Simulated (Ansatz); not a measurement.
## TiH₃BrO₂F₂: molecular dynamics (part 3 of 3)

Continued. System: TiH₃BrO₂F₂. Method: RKS PBE-D4/def2-SVP (Ansatz 0.2.0). It belongs to a series of runs on one base structure; here: dynamics from the highest image of the converged band.

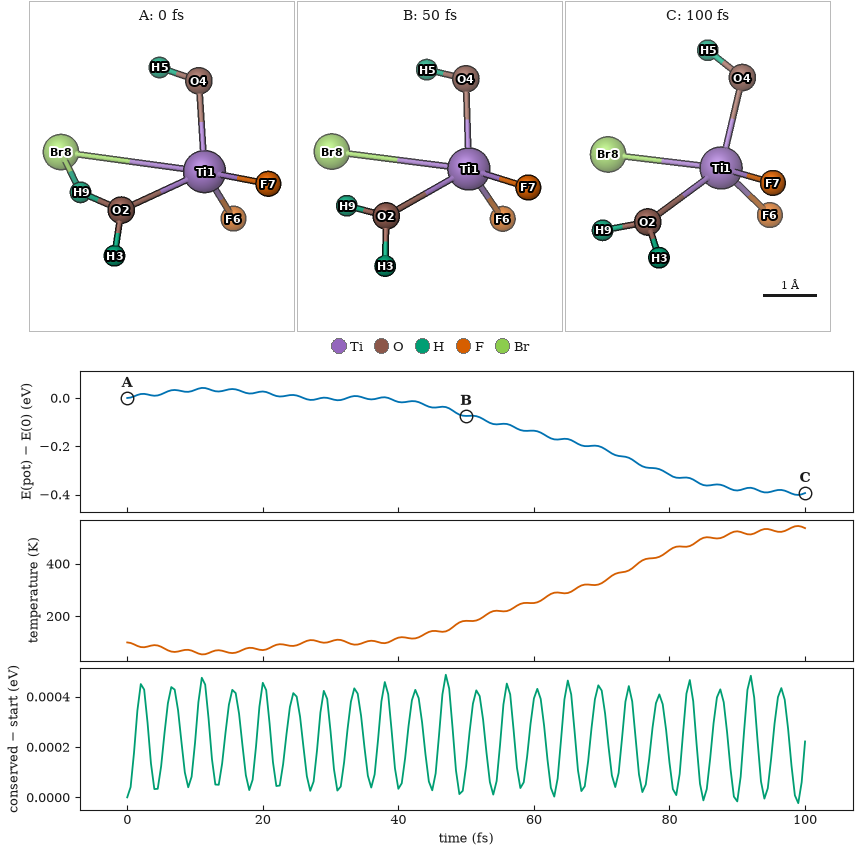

**Figure 1.** Frames of the molecular dynamics (ball-and-stick, seen at a tilt) above the curves, on which the letters mark them. The trajectory kept here has 201 frames over 100 fs. The temperature starts at 100 K, ranges from 54 to 544 K and averages 384 K over the second half. The potential energy ends 0.394 eV below its first value. The conserved quantity stays within 0.00051 eV. After an unweighted best fit of the last frame on the first, the root-mean-square displacement is 0.48 Å, and H9 has moved furthest (0.86 Å).

```
Total energy: -102701.65856783 eV, -3774.2163386835 hartree
Atom 0 at     0.237903     0.069692     0.061251 Å, force    -0.271437    -0.328245    -0.726493 eV/Å
Atom 1 at    -0.366082     0.186268     2.139605 Å, force     0.693973     0.187335    -0.361025 eV/Å
Atom 2 at    -1.203352    -0.108244     2.501746 Å, force    -0.776903    -0.310442     0.308904 eV/Å
Atom 3 at     1.613585    -0.752592    -0.726964 Å, force     0.045560     0.141763     0.128354 eV/Å
Atom 4 at     2.467688    -0.290242    -0.622023 Å, force     0.125060    -0.010461    -0.117264 eV/Å
Atom 5 at    -0.673560     0.937717    -1.171125 Å, force     0.188836    -0.025872     0.287879 eV/Å
Atom 6 at    -0.768109    -1.370118     0.204956 Å, force    -0.280744    -0.120143     0.256883 eV/Å
Atom 7 at     1.657664     1.864672     0.989006 Å, force     0.296714     0.410493     0.158136 eV/Å
Atom 8 at    -0.036311     0.991351     2.588943 Å, force    -0.021059     0.055572     0.064627 eV/Å
Dipole moment:    -0.214955     0.025064     0.815966 e Å
```

**Trajectory as extended XYZ (Å, eV, eV/Å), 11 of the 201 frames kept, from step=0 to step=200**
```
9
Properties=species:S:1:pos:R:3:forces:R:3 step=0 time_fs=0.0 energy=-102701.26460 temperature=100.0
Ti   -0.0232   -0.2487    0.0120   -0.0004   0.0007  -0.0004
O    -0.1560    0.2271    1.8789    0.0002  -0.0029   0.0011
H    -0.9559    0.3544    2.4250   -0.0005   0.0013  -0.0006
O     1.6093   -0.7236   -0.4717    0.0005   0.0002   0.0002
H     2.2892   -0.0245   -0.3088    0.0001  -0.0006  -0.0004
F    -0.7410    0.9327   -1.0558   -0.0003  -0.0001   0.0001
F    -1.0269   -1.6683   -0.1234    0.0001   0.0001  -0.0001
Br    1.8405    2.1022    1.0767   -0.0005  -0.0001   0.0002
H     0.6832    1.1556    1.8406    0.0008   0.0015  -0.0002
9
Properties=species:S:1:pos:R:3:forces:R:3 step=20 time_fs=10.0 energy=-102701.23129 temperature=63.4
Ti   -0.0052   -0.2501    0.0070   -0.3767   0.4746  -0.3047
O    -0.1872    0.2088    1.9027    0.8881  -0.0329  -0.3840
H    -1.0049    0.3662    2.3844   -0.6196   0.1961   0.4455
O     1.6199   -0.6930   -0.4764    0.2136  -0.2997  -0.0827
H     2.3788   -0.0954   -0.2689   -0.1578   0.0929  -0.0147
F    -0.7492    0.9362   -1.0589    0.1955  -0.3481   0.2549
F    -1.0483   -1.6615   -0.1063    0.2692   0.2399   0.0310
Br    1.8413    2.1001    1.0718   -0.2958  -0.3606   0.0886
H     0.6069    1.0639    1.9030   -0.1166   0.0379  -0.0339
9
Properties=species:S:1:pos:R:3:forces:R:3 step=40 time_fs=20.0 energy=-102701.23770 temperature=70.8
Ti    0.0069   -0.2432   -0.0035    0.0931   0.3124  -0.0998
O    -0.2092    0.1950    1.9292    0.8863  -0.1270  -0.3346
H    -1.0220    0.4204    2.3770   -1.0625   0.1842   0.5576
O     1.6388   -0.6808   -0.4861    0.1051  -0.2126  -0.0275
H     2.3687   -0.0548   -0.2329   -0.2433   0.0352  -0.0609
F    -0.7493    0.9250   -1.0516    0.0347  -0.0615  -0.0377
F    -1.0570   -1.6438   -0.0875    0.3163   0.2286   0.0456
Br    1.8388    2.0940    1.0676   -0.3668  -0.4227  -0.0544
H     0.4747    1.0266    1.9491    0.2371   0.0635   0.0118
9
Properties=species:S:1:pos:R:3:forces:R:3 step=60 time_fs=30.0 energy=-102701.26760 temperature=103.6
Ti    0.0202   -0.2305   -0.0145    0.4480  -0.0481   0.6811
O    -0.2317    0.1916    1.9654    0.9482  -0.1573  -0.5528
H    -1.0722    0.4179    2.3691   -0.7946   0.2330   0.4139
O     1.6581   -0.6848   -0.4993   -0.1071   0.1967   0.0886
H     2.2476    0.0854   -0.2263   -0.0665  -0.1783  -0.1142
F    -0.7481    0.9119   -1.0472   -0.2061   0.4173  -0.4733
F    -1.0504   -1.6153   -0.0669    0.1985   0.0300   0.0149
Br    1.8319    2.0828    1.0630   -0.3579  -0.4686  -0.1166
H     0.4647    0.9999    2.0012   -0.0625  -0.0245   0.0583
9
Properties=species:S:1:pos:R:3:forces:R:3 step=80 time_fs=40.0 energy=-102701.28101 temperature=118.2
Ti    0.0411   -0.2167   -0.0134    0.1429   0.5704   0.5752
O    -0.2484    0.1900    1.9945    0.3752   0.0395  -0.1917
H    -1.1147    0.4207    2.3751   -0.1465   0.0478   0.0908
O     1.6666   -0.6849   -0.5107   -0.1393   0.3067  -0.0065
H     2.1666    0.1669   -0.2863    0.2011  -0.2468  -0.0517
F    -0.7549    0.9161   -1.0633    0.0509   0.1021  -0.1863
F    -1.0339   -1.5856   -0.0452    0.0469  -0.2122   0.0377
Br    1.8206    2.0660    1.0570   -0.3558  -0.4630  -0.1586
H     0.4383    0.9817    2.0950   -0.1753  -0.1444  -0.1091
9
Properties=species:S:1:pos:R:3:forces:R:3 step=100 time_fs=50.0 energy=-102701.33894 temperature=182.3
Ti    0.0648   -0.1913   -0.0017   -0.3099   1.1783   0.1396
O    -0.2616    0.1846    2.0162   -0.5281   0.1846   0.2178
H    -1.1469    0.4185    2.3940    0.4731  -0.2202  -0.2366
O     1.6661   -0.6739   -0.5244    0.2171  -0.0310  -0.2167
H     2.2834    0.0993   -0.3772   -0.0276  -0.1666   0.0222
F    -0.7590    0.9249   -1.0882    0.3682  -0.3356   0.2668
F    -1.0141   -1.5652   -0.0213    0.1344  -0.1212   0.0849
Br    1.8051    2.0436    1.0489   -0.3868  -0.4430  -0.1651
H     0.3828    0.9822    2.1413    0.0596  -0.0454  -0.1130
9
Properties=species:S:1:pos:R:3:forces:R:3 step=120 time_fs=60.0 energy=-102701.40004 temperature=250.1
Ti    0.0838   -0.1445    0.0134    0.1150   0.4680   0.0253
O    -0.2762    0.1796    2.0351   -0.9495  -0.1460   0.0810
H    -1.1883    0.3566    2.4043    0.9661  -0.0796  -0.3220
O     1.6713   -0.6676   -0.5504   -0.0009  -0.1502  -0.1640
H     2.4435   -0.0603   -0.4432   -0.2355  -0.0696   0.0227
F    -0.7465    0.9195   -1.1021    0.2115  -0.1284   0.1408
F    -0.9867   -1.5496    0.0068    0.3518   0.2627   0.1165
Br    1.7848    2.0158    1.0389   -0.4500  -0.4414  -0.1265
H     0.3661    0.9750    2.1178   -0.0084   0.2846   0.2262
9
Properties=species:S:1:pos:R:3:forces:R:3 step=140 time_fs=70.0 energy=-102701.46853 temperature=325.9
Ti    0.1058   -0.0886    0.0295    0.9650  -0.3373   0.0261
O    -0.2878    0.1733    2.0439   -1.2695   0.1641   0.6311
H    -1.1942    0.3248    2.4400    0.8436  -0.3145  -0.4529
O     1.6682   -0.6750   -0.5869   -0.2328  -0.0487  -0.0391
H     2.5213   -0.1975   -0.4732   -0.3201  -0.0254   0.0090
F    -0.7242    0.9087   -1.1103   -0.1700   0.3312  -0.3041
F    -0.9424   -1.5217    0.0409    0.3285   0.4024   0.1711
Br    1.7590    1.9827    1.0275   -0.4558  -0.3631  -0.1134
H     0.2710    0.9989    2.1999    0.3111   0.1913   0.0722
9
Properties=species:S:1:pos:R:3:forces:R:3 step=160 time_fs=80.0 energy=-102701.58292 temperature=452.0
Ti    0.1445   -0.0375    0.0463    0.5194  -0.0697  -0.1438
O    -0.3082    0.1793    2.0648   -0.6510  -0.2609   0.2343
H    -1.2223    0.1826    2.4427    0.5894   0.0829  -0.1415
O     1.6424   -0.6927   -0.6282    0.1993  -0.0613  -0.0680
H     2.5096   -0.2566   -0.4751   -0.2251  -0.0386  -0.0526
F    -0.7082    0.9120   -1.1309   -0.0939   0.2394  -0.1558
F    -0.8823   -1.4747    0.0834    0.0509   0.1647   0.2234
Br    1.7278    1.9454    1.0150   -0.3018  -0.2601  -0.0479
H     0.2496    0.9771    2.3037   -0.0872   0.2037   0.1517
9
Properties=species:S:1:pos:R:3:forces:R:3 step=180 time_fs=90.0 energy=-102701.64777 temperature=523.5
Ti    0.1930    0.0126    0.0597   -0.2469   0.4693  -0.6294
O    -0.3330    0.1827    2.0936    0.0037   0.0306   0.2554
H    -1.2133    0.0693    2.4905   -0.2092  -0.1332   0.0309
O     1.6168   -0.7196   -0.6752    0.5088  -0.0973  -0.0903
H     2.4691   -0.2669   -0.5005   -0.0206  -0.0502  -0.1187
F    -0.6958    0.9263   -1.1579    0.2242  -0.0928   0.3161
F    -0.8196   -1.4196    0.1374   -0.2452  -0.1437   0.2767
Br    1.6929    1.9050    1.0019   -0.0423  -0.0132   0.0035
H     0.1198    0.9814    2.4628    0.0274   0.0306  -0.0443
9
Properties=species:S:1:pos:R:3:forces:R:3 step=200 time_fs=100.0 energy=-102701.65847 temperature=535.5
Ti    0.2379    0.0697    0.0613   -0.2714  -0.3282  -0.7265
O    -0.3661    0.1863    2.1396    0.6940   0.1873  -0.3610
H    -1.2034   -0.1082    2.5017   -0.7769  -0.3104   0.3089
O     1.6136   -0.7526   -0.7270    0.0456   0.1418   0.1284
H     2.4677   -0.2902   -0.6220    0.1251  -0.0105  -0.1173
F    -0.6736    0.9377   -1.1711    0.1888  -0.0259   0.2879
F    -0.7681   -1.3701    0.2050   -0.2807  -0.1201   0.2569
Br    1.6577    1.8647    0.9890    0.2967   0.4105   0.1581
H    -0.0363    0.9914    2.5889   -0.0211   0.0556   0.0646
```

The run was set up as follows.

**Input file**
```yaml
crystal:
  periodic: [false, false, false]
  atoms:
    - { symbol: Ti, position_ang: [-0.023225, -0.248668, 0.012037] }
    - { symbol: O, position_ang: [-0.15602, 0.227137, 1.8789] }
    - { symbol: H, position_ang: [-0.955916, 0.354385, 2.42496] }
    - { symbol: O, position_ang: [1.609281, -0.723563, -0.471677] }
    - { symbol: H, position_ang: [2.289245, -0.024548, -0.308798] }
    - { symbol: F, position_ang: [-0.740954, 0.932657, -1.05579] }
    - { symbol: F, position_ang: [-1.026928, -1.668302, -0.123444] }
    - { symbol: Br, position_ang: [1.840511, 2.102233, 1.076689] }
    - { symbol: H, position_ang: [0.683207, 1.155569, 1.840623] }
basis:
  gaussian: { orbitals: def2-SVP }
hamiltonian:
  xc: pbe
  dispersion: d4
md:
  timestep: 0.5
  n_steps: 200
  ensemble: nve
  temperature: 100.0
  initial_velocities: maxwell_boltzmann
  seed: 9989
```

Launch command:
```bash
ansatz run input.yaml --threads 4 --pin off --max-ram 5120MiB --backend cpu --events-out ev --progress --plain --runs-dir out
```

**Key numbers**

```json
{"quantity": "outcome", "value": "finished"}
{"quantity": "mean temperature over the second half", "value": "384 K"}
{"quantity": "trajectory", "value": "200 steps, 100 fs"}
{"quantity": "ensemble", "value": "nve"}
{"quantity": "temperature in the input", "value": "100.0 K"}
{"quantity": "time step", "value": "0.5 fs"}
{"quantity": "potential energy (last step)", "value": "−102701.6586 eV"}
{"quantity": "mean-field energy (last step)", "value": "−102701.4331 eV"}
{"quantity": "largest force (length of the vector) (last step)", "value": "0.892 eV/Å"}
{"quantity": "hardware", "value": "4 threads of Arm Neoverse V1, 24 GiB of memory available, shared host"}
{"quantity": "wall time", "value": "7.1 min (CPU time 27 min)"}
{"quantity": "peak memory", "value": "0.23 GiB"}
```

**Remarks**

So short a trajectory is not equilibrated.
